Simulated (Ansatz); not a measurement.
**doublet BBrClF+: levels of theory compared**

We compute a comparison of 5 runs (UHF/STO-3G, UBLYP/aug-cc-pVDZ, UPBE/aug-cc-pVDZ, UMP2/aug-cc-pVDZ, UCCSD/aug-cc-pVDZ) of doublet BBrClF+. 

Program for the calculation: Ansatz 0.2.0.

32 further runs of the same task are left out: 32 set aside as unsound or not needed.

**1. The molecule**

BBrClF+ has 4 atoms, charge +1, and is taken as a doublet. As SMILES of the parent species, `FB(Cl)Br`. The shape is that of a PBE0-D4/def2-TZVP optimisation. That shape belongs to the parent species and isn't relaxed for this state.

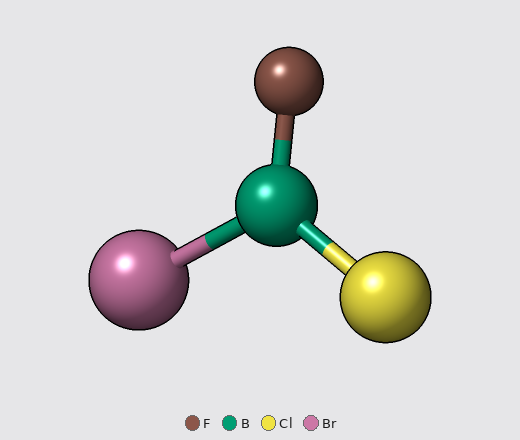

Viewed from a chosen angle; fluorine brown, boron teal, chlorine yellow, bromine pink.

**2. A single-point energy at UHF/STO-3G (run 1)**

The input, run.yaml:

```yaml
crystal:
  periodic: [false, false, false]
  atoms:
    - {symbol: F, position_ang: [-0.037800, -1.335000, -0.542400]}
    - {symbol: B, position_ang: [0.000500, -0.136300, -0.018100]}
    - {symbol: Cl, position_ang: [-0.369900, 0.071000, 1.666000]}
    - {symbol: Br, position_ang: [0.462600, 1.340100, -1.125800]}
basis:
  gaussian: {orbitals: STO-3G}
total_charge: 1
magnetization: {spin_polarized: true, initial_magnetization: 1}
hamiltonian: {xc: hf}
accuracy: high
output: {orbitals: {seedname: orbitals}}
```

Launch:

```console
$ ansatz run run.yaml --threads 1 --pin off --max-ram 2610MiB --events-out events.jsonl --progress --plain --runs-dir runs
```

What it wrote:

```text
Warning: RAYON_NUM_THREADS=1 ignored (pool sized by the plan → 1); use --threads N
Functional definition: HF
  name "HF"
  exchange = exact_x
  correlation = 0
597 factors; integrals over basis functions are off by at most 2.2e-8 eV
mean field evaluation 1: about -84935.7074 eV, gradient 2.2e1 eV
mean field evaluation 2: about -84935.7732 eV, gradient 2.2e1 eV
mean field evaluation 4: about -84939.7410 eV, gradient 1.2e0 eV
mean field evaluation 8: about -84939.7619 eV, gradient 3.4e-2 eV
mean field evaluation 16: about -84939.4157 eV, gradient 1.9e0 eV
mean field evaluation 32: about -84939.6409 eV, gradient 2.8e-1 eV
mean field evaluation 64: about -84932.5441 eV, gradient 7.8e0 eV
mean field -84939.76191167 eV, -3121.4786760154 hartree, gradient 1.7e-8 eV, S^2 0.752079; 3 other end points of the search recorded, 0 dependent functions left out
reference -84939.76191167 eV, -3121.4786760154 hartree; 33, 32 occupied and 4, 5 virtual orbitals, 597 factors
Total energy: -84939.76191167 eV, -3121.4786760154 hartree
```

Run time: 1.4 s. Hardware: 1 thread of Arm Neoverse V2, shared host; peak memory 0.11 GiB.

**3. A single-point energy at UBLYP/aug-cc-pVDZ (run 2)**

The input, input.yaml:

```yaml
crystal:
  periodic: [false, false, false]
  atoms:
    - symbol: F
      position_ang: [-0.037800, -1.335000, -0.542400]
    - symbol: B
      position_ang: [0.000500, -0.136300, -0.018100]
    - symbol: Cl
      position_ang: [-0.369900, 0.071000, 1.666000]
    - symbol: Br
      position_ang: [0.462600, 1.340100, -1.125800]
basis:
  gaussian:
    orbitals: aug-cc-pVDZ
total_charge: 1
magnetization:
  spin_polarized: true
  initial_magnetization: 1
hamiltonian:
  xc: {name: BLYP}
accuracy: high
output:
  orbitals: {seedname: orbitals}
```

Launch:

```console
$ ansatz run input.yaml --threads 1 --pin off --max-ram 2610MiB --events-out events.jsonl --progress --plain --runs-dir runs
```

What it wrote:

```text
Warning: RAYON_NUM_THREADS=1 ignored (pool sized by the plan → 1); use --threads N
Functional definition: BLYP
  name "BLYP"
  parameter beta = 0.0042
  parameter a = 0.04918
  parameter b = 0.132
  parameter c = 0.2533
  parameter d = 0.349
  exchange = b88_x(beta = beta)
  correlation = lyp_c(a = a, b = b, c = c, d = d)
2109 factors; integrals over basis functions are off by at most 4.3e-9 eV
mean field evaluation 1: about -85942.7654 eV, gradient 5.4e1 eV
mean field evaluation 2: about -85813.0651 eV, gradient 1.7e2 eV
mean field evaluation 4: about -85946.9338 eV, gradient 3.4e1 eV
mean field evaluation 8: about -85954.8564 eV, gradient 2.6e-1 eV
mean field evaluation 16: about -85954.8546 eV, gradient 5.0e-4 eV
mean field evaluation 32: about -85954.5647 eV, gradient 3.1e0 eV
mean field -85954.85456107 eV, -3158.7826428263 hartree, gradient 1.8e-8 eV, S^2 0.751449; 6 other end points of the search recorded, 0 dependent functions left out
reference -85954.85461884 eV, -3158.7826449493 hartree; 33, 32 occupied and 76, 77 virtual orbitals, 2109 factors
Total energy: -85954.85461884 eV, -3158.7826449493 hartree
```

It took 37 s on 1 thread of Arm Neoverse V2, shared host; peak memory 0.4 GiB.

Runs 3 to 4 aren't shown in full; the table further down has their settings and results.

**4. A single-point energy at UCCSD/aug-cc-pVDZ (run 5)**

The input, job.yaml:

```yaml
crystal:
  periodic: [false, false, false]
  atoms:
    - {symbol: F, position_ang: [-0.037800, -1.335000, -0.542400]}
    - {symbol: B, position_ang: [0.000500, -0.136300, -0.018100]}
    - {symbol: Cl, position_ang: [-0.369900, 0.071000, 1.666000]}
    - {symbol: Br, position_ang: [0.462600, 1.340100, -1.125800]}
basis:
  gaussian: {orbitals: aug-cc-pVDZ}
total_charge: 1
magnetization: {spin_polarized: true, initial_magnetization: 1}
correlation: {method: ccsd, frozen_orbitals: {B: 1, Br: 9, Cl: 5, F: 1}}
accuracy: high
scf: {omitted_lower_state_checks: [cluster_reference, increment]}
```

Launch:

```console
$ ansatz run job.yaml --threads 1 --pin off --max-ram 2610MiB --events-out events.jsonl --progress --plain --runs-dir runs
```

What it wrote, shortened:

```text
Warning: RAYON_NUM_THREADS=1 ignored (pool sized by the plan → 1); use --threads N
[... 2 set-up lines as earlier in the session ...]
[...]
2109 factors; integrals over basis functions are off by at most 4.3e-9 eV
[...]
mean field -85872.99104217 eV, -3155.7742139958 hartree, gradient 1.6e-8 eV, S^2 0.758244; 6 other end points of the search recorded, 0 dependent functions left out
16 core orbitals not correlated: weight in the atoms' cores, before any rotation towards them, 1.000 or more for the frozen orbitals, at most 0.000 for the correlated occupied ones
reference -85872.99104217 eV, -3155.7742139958 hartree; 17, 16 occupied and 76, 77 virtual orbitals, 2109 factors
second order -14.65798306 eV of doubles, -0.00000000 eV of singles
cycle   1  -14.94780000 eV  change   -2.9e-1 eV  update   1.0e-1
[...]
cycle  35  -15.41533423 eV  change   8.4e-10 eV  update   3.8e-9
Total energy: -85888.40637640 eV, -3156.3407170799 hartree
Checks for a lower state left out: cluster_reference, increment
```

Run time: 4.3 min. Hardware: 1 thread of Arm Neoverse V2, shared host; peak memory 1.7 GiB.

**5. The series**

```
run              level  frozen core orbitals   energy (Eh)  HOMO energy (eV)  LUMO energy (eV)   ⟨S²⟩  wall time
  1         UHF/STO-3G                     –  -3121.478676            -17.42             -8.15  0.752      1.4 s
  2  UBLYP/aug-cc-pVDZ                     –  -3158.782645            -14.50            -14.11  0.751       37 s
  3   UPBE/aug-cc-pVDZ                     –  -3158.068531            -14.68            -14.25  0.752       41 s
  4   UMP2/aug-cc-pVDZ                    16  -3156.312885                 –                 –  0.758       23 s
  5  UCCSD/aug-cc-pVDZ                    16  -3156.340717                 –                 –  0.758    4.3 min
```

**6. Results**

| quantity | value |
| --- | --- |
| run 5: total energy | -3156.34072 Eh |
| run 5: correlation energy (16 core orbitals frozen) | -566.5 mEh |
| run 5: ⟨S²⟩ of the reference determinant | 0.758 |
| run 5: T1 diagnostic | 0.025 |

Totals of different functionals can't be ranked against each other. In run 1 the basis is minimal, so the values are rough. All runs together took 6 min, the longest 4.3 min.
